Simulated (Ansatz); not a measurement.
```xyz
8

W     0.2588   -0.0044    0.1245
Cl    0.0778    0.2408    2.4246
Cl    2.5239    0.3716    0.4356
Cl    0.0407    2.1660   -0.5868
H    -1.3477    0.2988    0.5263
O     0.2056   -1.8458    0.2574
H    -0.0710   -2.5578   -0.3357
Cl   -0.6365   -0.4962   -1.9737
```

Core potentials replace the inner electrons of W.

All numbers below come from RKS PBE0/def2-SVP in Ansatz 0.2.0.

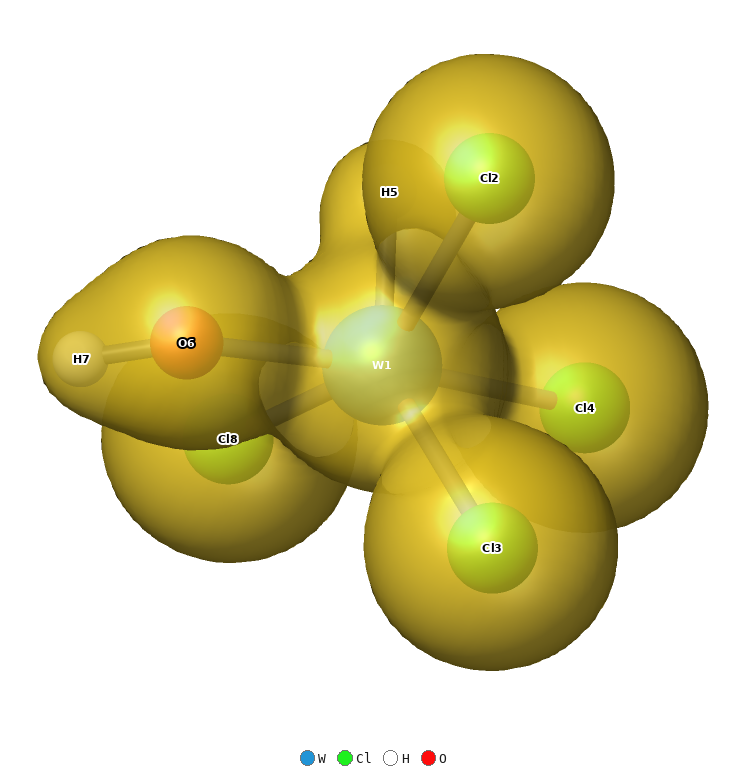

Cl4H2OW. Isosurface of the electron density at 0.4 e/Å³ (yellow), seen from one side.

> What does this surface tell about the bonding?

At this value the surface is in one piece. It bridges the sampled W–O (1.85 Å), W–Cl (2.29 Å), O–H (0.97 Å) and W–H (1.68 Å) contacts, where the density stays above the isovalue. On the grid the lowest density along these lines, outside the cores, is 1.2 e/Å³ (W–O, 1.85 Å), 0.7 e/Å³ (W–Cl, 2.29 Å), 2.3 e/Å³ (O–H, 0.97 Å) and 1 e/Å³ (W–H, 1.68 Å).
